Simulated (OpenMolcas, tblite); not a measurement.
# A ladder of methods for C2H4NOSi (SMILES C[SiH]N=C=O)

The species is C2H4NOSi (9 atoms), meant as a doublet with charge 0. SMILES: `C[SiH]N=C=O`. The coordinates come from a PBE0-D4/def2-TZVP relaxation. This is one conformer, not always the lowest.

Each level gives the vertical energy of the quartet above the doublet (eV). The values are calculated.

| level | kind | program | value (eV) |
| --- | --- | --- | --- |
| IPEA1-xTB | semi-empirical | tblite | 5.42 |
| UHF/def2-SVP | Hartree–Fock | OpenMolcas | 6.59 |
| USVWN5/def2-SVP | LDA | OpenMolcas | 6.60 |
| UBLYP/def2-SVP | GGA | OpenMolcas | 6.51 |
| U-r2SCAN/def2-SVP | meta-GGA | OpenMolcas | 6.64 |
| UM06-L/def2-SVP | meta-GGA | OpenMolcas | 6.87 |
| UBHLYP/def2-SVP | global hybrid | OpenMolcas | 6.80 |

The values span 5.42 to 6.87 eV. The upper state's dipole differs much between rows, so they may not all be the same state.

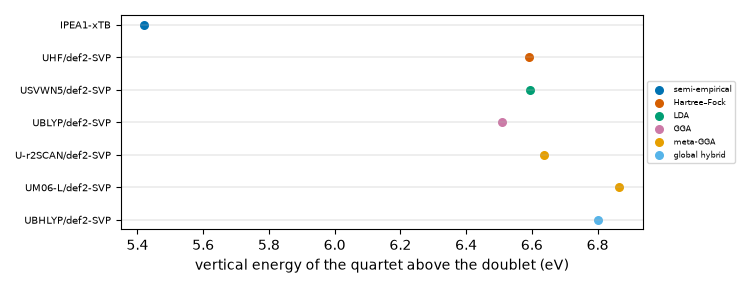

The values of the table, level by level.
